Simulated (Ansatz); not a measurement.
## Electronic structure of C$_{2}$H$_{9}$GeN (SMILES C[CH2][GeH2][NH2]) in real space

Input

```
crystal:
  periodic: [false, false, false]
  atoms:
    - {symbol: C, position_ang: [-1.428259, -0.262555, 0.821515]}
    - {symbol: C, position_ang: [-0.225894, -1.045444, 0.314378]}
    - {symbol: Ge, position_ang: [1.299403, 0.108096, -0.137196]}
    - {symbol: N, position_ang: [0.913767, 1.413581, -1.383955]}
    - {symbol: H, position_ang: [-1.774869, 0.460684, 0.077958]}
    - {symbol: H, position_ang: [-1.188799, 0.294935, 1.731447]}
    - {symbol: H, position_ang: [-2.271545, -0.918829, 1.053571]}
    - {symbol: H, position_ang: [-0.486005, -1.620519, -0.579581]}
    - {symbol: H, position_ang: [0.112510, -1.769827, 1.061883]}
    - {symbol: H, position_ang: [1.765388, 0.862887, 1.123910]}
    - {symbol: H, position_ang: [2.448448, -0.732820, -0.725709]}
    - {symbol: H, position_ang: [0.599239, 1.062530, -2.277938]}
    - {symbol: H, position_ang: [0.257215, 2.112482, -1.065285]}
basis:
  gaussian: {orbitals: def2-TZVPP}
hamiltonian: {xc: pbe0, dispersion: d4}
output: {orbitals: {seedname: orbitals}}
```

Run with:

```sh
ansatz run in.yaml --threads 4 --pin off --events-out ev --progress --plain --max-ram 10444MiB
```

Geometry: PBE0-D4/def2-TZVP.

Level of theory: RKS PBE0-D4/def2-TZVPP in Ansatz 0.2.0.

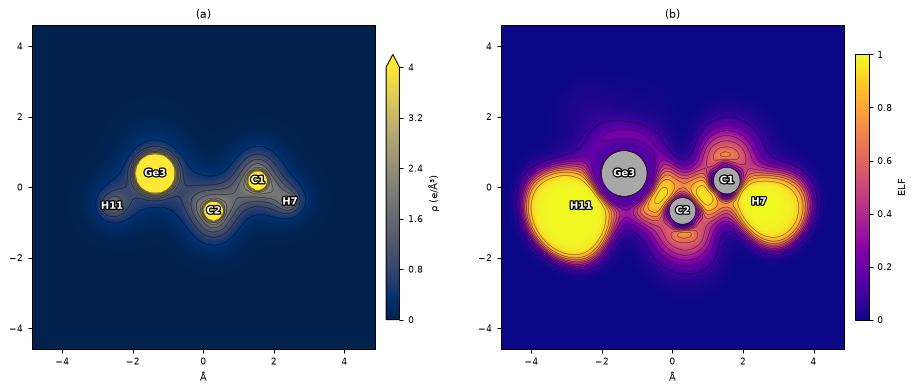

Figure 1. (a) total electron density; (b) electron localisation function on the plane of atoms C1, C2 and Ge3. Grey discs cover the atomic cores in the ELF map.

Q: Describe what can be read from this map.

A: The section cuts through C, Ge and H sites.
C–C (1.52 Å): the density is about 1.6 e/Å³ at the midpoint; the ELF peaks at about 0.95 between the atoms (localised, covalent bonding).
C–Ge (1.96 Å): ρ is about 0.87 e/Å³ halfway; the ELF peaks at about 0.95 in the valence shell of C, 0.7 Å from its nucleus, and is about 0.70 at the midpoint.
C–H (1.09 Å): the density is about 2 e/Å³ at the midpoint; the ELF climbs to about 1 towards the hydrogen, as it does in any bond to H (an ordinary covalent bond to hydrogen).
Ge–H (1.54 Å): ρ at the midpoint is about 1.1 e/Å³; the ELF climbs to about 1 towards the hydrogen.

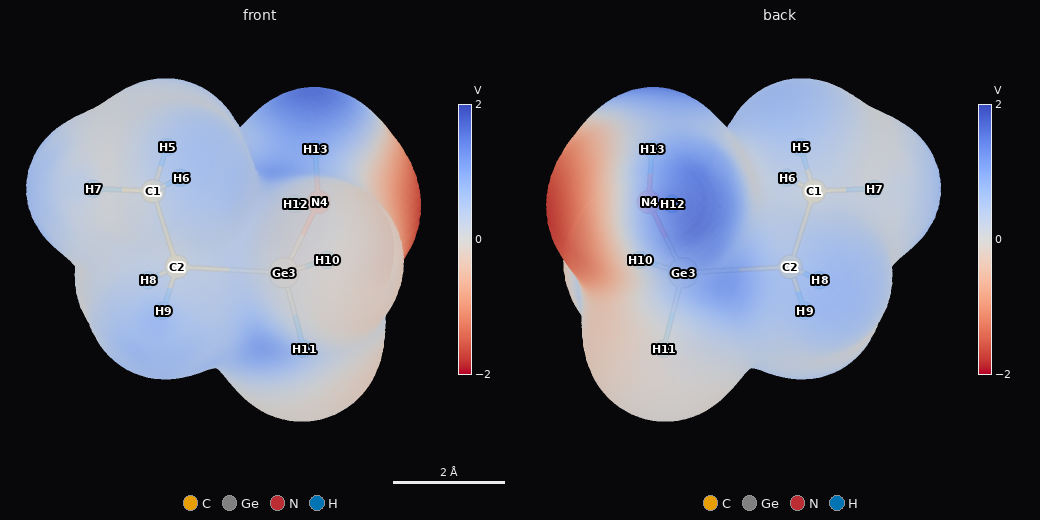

Figure 2. The electrostatic potential painted on the density surface at 0.002 e/bohr³, seen from the front and from behind; red is negative and blue positive.

Q: Describe the electrostatic potential map.

A: The most negative region (about −1.7 V) lies over N4, the most positive (about +1.6 V) over H12 and H13. N4 is the likeliest acceptor of a hydrogen bond.

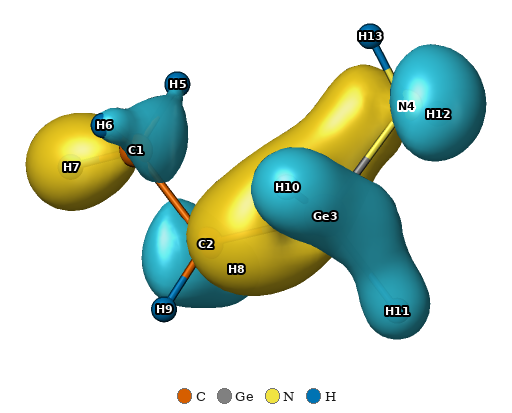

Figure 3. The HOMO−1 at ±0.15 Å⁻³ᐟ² (yellow and cyan are the two phases), seen at a tilt.

Q: Describe this orbital and give its energy.

A: By Hirshfeld shares it lies mainly on Ge3 (about 25 %), N4 (about 20 %), C2 (about 20 %), C1 (about 10 %), H7 (about 5 %) and H10 (about 5 %). Its energy is −8.63 eV.
